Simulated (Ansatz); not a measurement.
C₂H₆Al (charge −1)

| atom | x (Å) | y (Å) | z (Å) |
| --- | --- | --- | --- |
| C | -0.9927 | 0.5143 | 1.8841 |
| C | -0.6391 | -0.1605 | 0.5259 |
| Al | 0.9824 | 0.2478 | 1.6379 |
| H | -1.4550 | 1.5188 | 1.8073 |
| H | -1.5768 | -0.1139 | 2.5861 |
| H | -0.8852 | 0.4348 | -0.3761 |
| H | -1.0097 | -1.1978 | 0.4023 |
| H | 1.7411 | -0.9621 | 2.4371 |
| H | 1.9293 | 1.5247 | 1.2492 |

Geometry: PBE-D3(BJ)/def2-SVPD.

Method: isolated molecule in a Gaussian basis; Kohn-Sham density functional theory, functional PBE0 (Ansatz).

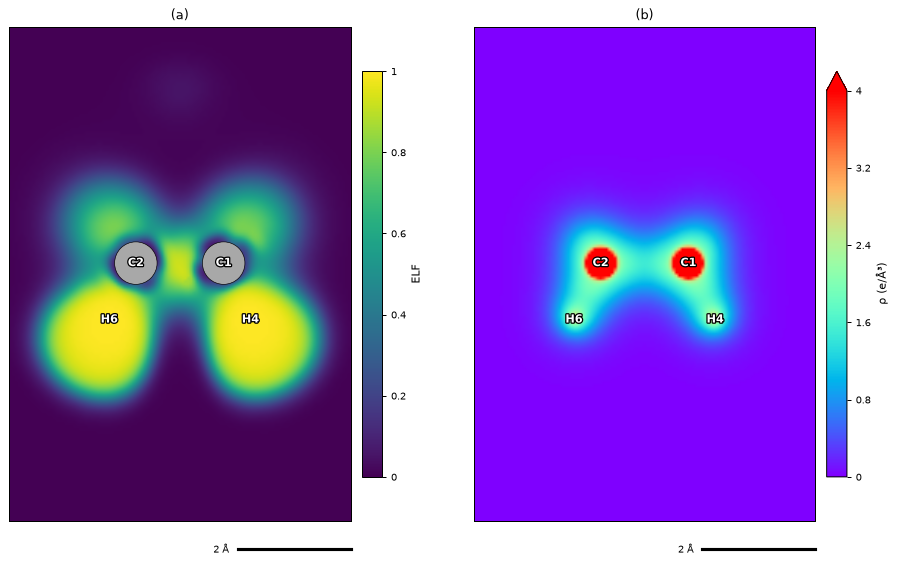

Figure 1. (a) ELF; (b) total electron density on the plane of atoms C2, C1 and H4. Grey discs cover the atomic cores in the ELF map.

### Describe what can be read from this map.

The plane passes through C and H nuclei.
C–C (1.56 Å): ρ at the midpoint is about 1.5 e/Å³; the ELF peaks at about 0.90 between the atoms, as expected for a shared electron pair.
C–H (1.11 Å): the density is about 1.8 e/Å³ at the midpoint; the ELF climbs to about 1 towards the hydrogen, as it does in any bond to H (an ordinary covalent bond to hydrogen).

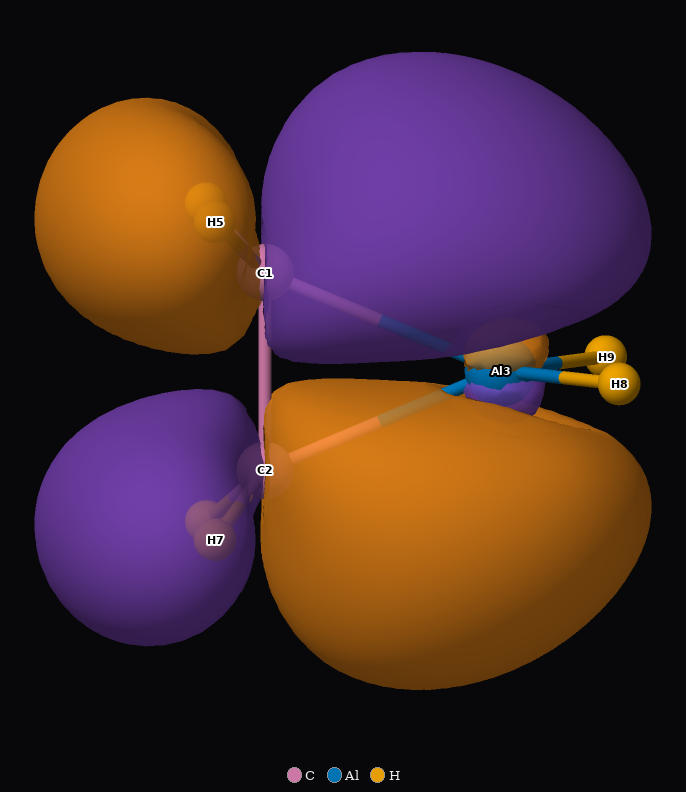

Figure 2. The HOMO at ±0.06 Å⁻³ᐟ² (orange and purple are the two phases), seen across its widest extent.

### Describe this orbital and give its energy.

Its weight (Hirshfeld) is mainly on Al3 (about 30 %), C1 (about 25 %) and C2 (about 25 %). Its energy is −0.10 eV.
